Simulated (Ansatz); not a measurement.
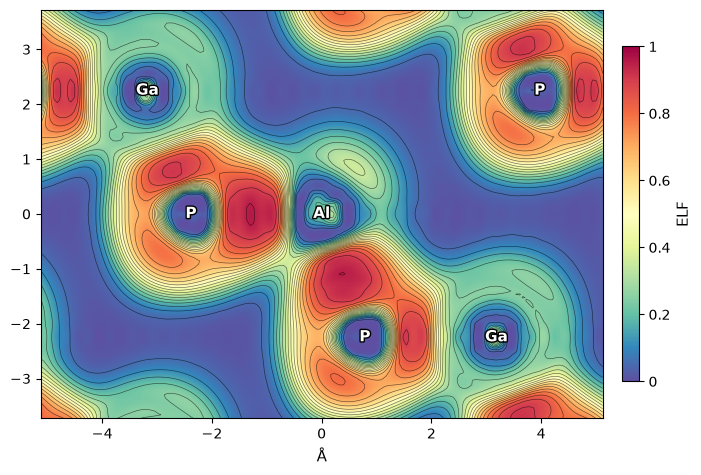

AlGa$_{2}$P$_{3}$. ELF on the (110) plane of the conventional cell.

Space group P3m1; a structure generated by program, which may or may not match a known phase.

These are results of Ansatz 0.2.0, DFT PBE, scalar-relativistic, plane waves, PAW, not measurements.

Input

```
crystal:
  lattice:
    - [3.8936309083, 0.0, 0.0]
    - [-1.9468154542, 3.3719832795, 0.0]
    - [0.0, 0.0, 9.5395818535]
  atoms:
    - { symbol: Al, position: [0.3333333333, 0.6666666667, 0.6668842495] }
    - { symbol: Ga, position: [0.0, 0.0, -7.01e-07] }
    - { symbol: Ga, position: [0.6666666667, 0.3333333333, 0.3331484651] }
    - { symbol: P, position: [0.0, 0.0, 0.7493760868] }
    - { symbol: P, position: [0.3333333333, 0.6666666667, 0.4171358475] }
    - { symbol: P, position: [0.6666666667, 0.3333333333, 0.0834560522] }
basis:
  ecutwfc: 420
kpoints:
  mp_grid: { grid: [12, 12, 4] }
  band_path:
    path:
      - [[0.0, 0.0, 0.0], [0.5, 0.0, 0.0], [0.33333333, 0.33333333, 0.0], [0.0, 0.0, 0.0], [0.0, 0.0, 0.5], [0.5, 0.0, 0.5], [0.33333333, 0.33333333, 0.5], [0.0, 0.0, 0.5]]
      - [[0.5, 0.0, 0.5], [0.5, 0.0, 0.0]]
      - [[0.33333333, 0.33333333, 0.5], [0.33333333, 0.33333333, 0.0]]
    npoints: 14
hamiltonian:
  xc: pbe
scf:
  occupations: { method: gaussian, width: 0.02 }
  n_extra_bands: 15
output:
  forces: true
  stress: true
  eigenvalues: true
  populations: true
  dos: { projected: true, de: 0.02, nscf_kmesh: { grid: [18, 18, 6] } }
  bader: true
  write_density: true
  write_potential: true
  elf: true
  volumetric_format: npy
```

Command:

```sh
ansatz run input.yaml --threads 1 --pin off --max-ram 2560MiB --backend cpu --events-out ev --progress --plain --runs-dir out
```

Below, planes, directions and counts refer to the conventional cell (a = 3.89 Å, b = 3.89 Å, c = 9.54 Å, α = 90.00°, β = 90.00°, γ = 120.00°).

What does the map show?

- The section cuts through Al, Ga and P sites.
- Al–P (2.38 Å): the ELF peaks at about 0.95 between the atoms, as expected for a shared electron pair.
- Ga–P (2.39 Å): the ELF peaks at about 0.90 in the valence shell of P, 0.7 Å from its nucleus, and is about 0.75 at the midpoint.
- The features right at Ga lie inside the PAW spheres, where the map follows smoothed inner orbitals and isn't to be read closely.

What Bader charges does the calculation give?

Electrons move from Al and Ga towards P. Bader charges: Al +2.09, Ga +0.84 and P −1.78 to −0.84 e.
